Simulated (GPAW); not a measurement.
Consider V (Im-3m).

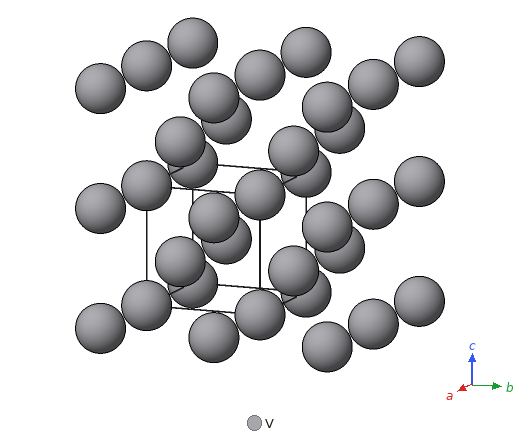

The structure (vanadium grey). 2×2×2 conventional cells are drawn. Some periodic images of atoms are drawn too.

```
V
1.0
    -1.51435    1.51435    1.51435
     1.51435   -1.51435    1.51435
     1.51435    1.51435   -1.51435
V
1
Direct
  0.00000 0.00000 0.00000
```

Absorber: atom 1, with 8 V at 2.62 Å and 6 V at 3.03 Å (cube and octahedron, as in bcc, site symmetry m-3m). Method: GPAW, PBE, excited-electron core hole (neutral cell), 15-atom cell with 6.6 Å between holes, 4×4×4 k points, dipole transitions, Gaussian full width 1.01 eV up to 4 eV, rising linearly to 3.5 eV at 25 eV.

Question: Predict the near-edge structure at the V K edge.

Main maxima up to 30 eV above the zero (height): 0.5 eV (0.80), 5.7 eV (0.78), 14.2 eV (1.43), 18.5 eV (1.60) and 27.1 eV (1.19). A K edge sees empty p states. The weak features of the first eV are p character mixed into the empty d bands; the main 4p edge lies above them. The total-energy difference is 5459.57 eV. The tabulated edge of the element is 5465 eV. The functional leaves an error of a few eV in such absolute values.

The V K spectrum (energy from the lowest empty level; intensity scaled to a mean of 1 over the first 20 eV):

```csv
E (eV),intensity
-2.0,0.00
-0.5,0.12
1.0,0.57
2.5,0.33
4.0,0.52
5.5,0.77
7.0,0.68
8.5,0.48
10.0,1.07
11.5,1.35
13.0,1.40
14.5,1.42
16.0,1.35
17.5,1.50
19.0,1.56
20.5,1.14
22.0,0.82
23.5,0.85
25.0,1.02
26.5,1.17
28.0,1.14
29.5,0.97
31.0,0.89
```

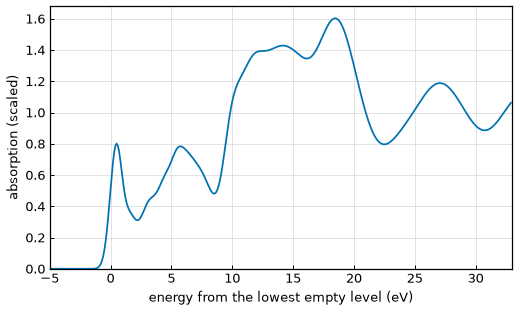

The V K edge.

The hole lies in one spin channel, while the script sums the empty states of both and takes the lower zero; where the two channels are split, this blurs and shifts the curve. Quadrupole 1s→3d transitions, which feed the pre-edge, are not in the dipole spectrum. The starting moments shrank to 0.00 μB or less, so this is hardly a magnetic state. The mesh is coarse (0.33 Å⁻¹ between points), so small maxima may be mesh ripples. Lifetime broadening is put in by hand, and intensities beyond about 20 eV depend on it and on the partial waves. The structure is a published determination, not relaxed.

[Banner, clock and machine lines of the logs are left out without a mark of their own.]

[Logs are printed without paths, hosts, clocks, repeated set-up lines and the standing remarks that a program may print on its own settings, such as how far it seeks lower states.]

[Hosts, paths, dates, database ids (printed as entryN), source tags and the programs' standing remarks are cut or masked in the printed files.]

[Lists of maxima count a maximum above −3 eV only where it reaches 4 % of the highest in the window and stands out from its surroundings by 2 % of it (1.5 % where it reaches 55 %); shoulders and weaker maxima are passed over, and of the rest the first, up to two pre-edge ones and the few strongest are named.]
